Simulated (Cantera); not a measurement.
Charge: 1 mol V, 0.97 mol NH₃, 48 mol N₂, equilibrated at 160 Pa.

These are equilibrium values from Cantera (NASA tables, ideal gas, pure condensed phases), not measurements of a reactor. Candidate condensed phases: V, VN; 11 gas species. VN: taken at fixed stoichiometry. Condensed phases not in the tables: V₂N, N, O or C dissolved in the metal. Equilibrium is a limit: real reactors are often held back by kinetics, nucleation or transport.

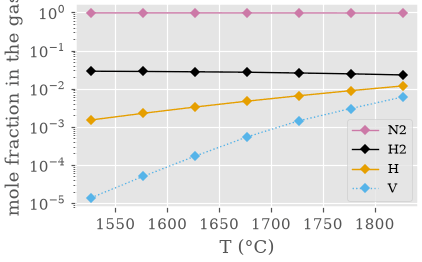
Figure: Equilibrium gas composition (values under 1e-9 drawn at 1e-9)

**Question.** Read off the mole fractions at 1577 °C.

**Answer.** N₂ about 0.97, H₂ about 0.028, H about 0.0023, V about 5.0e-5.
